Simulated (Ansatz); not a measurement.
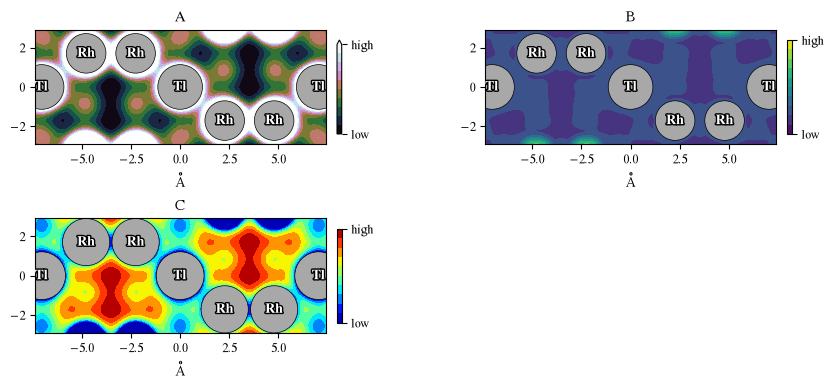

TlRh2: 3 fields on the (110) plane of the conventional cell, with unlabelled colour scales. Grey discs cover the atomic cores.

Space group P6₃/mmc; a structure generated by program, which may or may not match a known phase; the program warned that a starting moment wasn't kept; spin-polarised, but the moments vanished.

Level of theory: Ansatz 0.2.0, DFT PBE, scalar-relativistic, plane waves, PAW.

```xyz
6
Lattice="2.9635 0.0000 0.0000 -1.4818 2.5665 0.0000 0.0000 0.0000 14.1036" Properties=species:S:1:pos:R:3 pbc="T T T"
Tl    0.0000    0.0000    0.0000
Tl    0.0000    0.0000    7.0518
Rh    0.0000    1.7110   11.8362
Rh    0.0000    1.7110    9.3192
Rh    1.4818    0.8555    2.2674
Rh    1.4818    0.8555    4.7844
```

Question: The panels show electron localisation function, electrostatic potential energy of an electron and valence pseudo-density in some order. Assign them.

Answer: Panel A: valence pseudo-density. Panel B: electron localisation function. Panel C: electrostatic potential energy of an electron (low next to the atoms, rising into the space between them). From the grid: Rh–Rh (2.52 Å): ρ is about 0.49 e/Å³ halfway; the ELF is about 0.25 at the midpoint: no localised pair shows between them. Tl–Rh (2.84 Å): ρ at the midpoint is about 0.3 e/Å³; the ELF is about 0.25 at the midpoint; no shared electron pair shows on this line.
